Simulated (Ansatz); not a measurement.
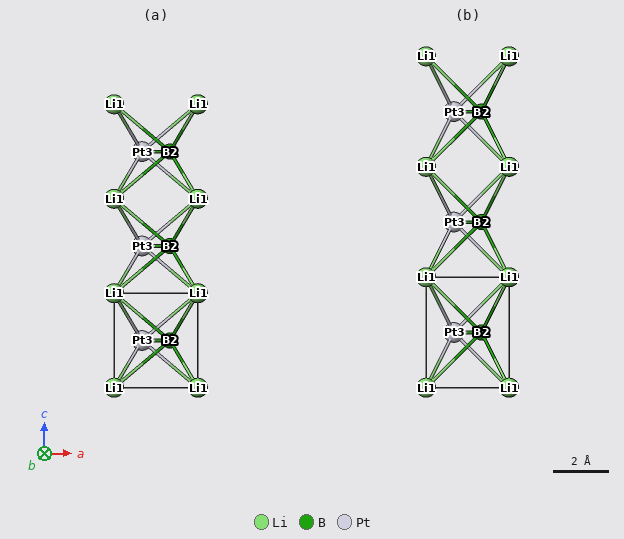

The structure of crystalline LiBPt (a generated structure, set up in P-6m2) (coarse preliminary run) before (left) and after (right) a relaxation, at one scale.

A ball-and-stick model of the cell of the calculation, repeated 1 × 1 × 3 with one cell outlined, seen along the b axis.

These are results of Ansatz, DFT PBE, scalar-relativistic, plane waves, PAW, not measurements.

The input:
```yaml
crystal:
  lattice:
    - [3.52577389, 0.0, 0.0]
    - [-1.76288695, 3.05340976, 0.0]
    - [0.0, 0.0, 3.44217029]
  atoms:
    - { symbol: Li, position: [0.0, 0.0, 0.0] }
    - { symbol: B, position: [0.66666667, 0.33333333, 0.5] }
    - { symbol: Pt, position: [0.33333333, 0.66666667, 0.5] }
basis:
  ecutwfc: 420
kpoints:
  mp_grid: { grid: [6, 6, 6] }
hamiltonian:
  xc: pbe
scf:
  occupations: { method: gaussian, width: 0.1 }
  lower_state_search: "off"
output:
  forces: true
  stress: true
  eigenvalues: true
relax:
  adjacent_minimum: "off"
  f_tol: 0.04
  max_steps: 70
  cell: { stress_tol: 0.4 }
```

Command:
```bash
ansatz run input.yaml --threads 1 --pin off --max-ram 2560MiB --backend cpu --events-out ev --progress --plain --runs-dir out
```

> Describe what moved and what it gained.

The atoms keep their places relative to the cell (all moves are under 0.005 Å). Cell: a = b 3.526 → 3.494 Å (−0.9 %), c 3.442 → 4.024 Å (+16.9 %). Volume +14.8 %. Some distances before and after: Li1–Pt3 2.666 → 2.849 Å, Li1–B2 2.666 → 2.849 Å, B2–Pt3 2.036 → 2.017 Å. Among the angles between lasting bonds that change: Pt3–Li1–Pt3 80.4° → 89.9°, Pt3–Li1–Pt3 82.8° → 75.6°, Pt3–Li1–Pt3 135.1° → 138.5°. The space group stays P-6m2 (No. 187). After 5 accepted moves (8 points after the start) the energy has fallen by 0.119 eV per cell of the calculation. All forces vanish by symmetry, so only the cell relaxes. Pressure: 5.38 GPa at the start and 0.28 GPa at the end. The line search rejected the trial step at point 4 of the run. At 2 points the geometry stayed and the basis and grid were re-selected for the new cell (energy shift of 11.0 meV per cell of the calculation at most each time). The run took 15 s on 1 thread of Intel(R) Xeon(R) 6975P-C (Granite Rapids), on a shared host, peak memory 0.38 GiB.
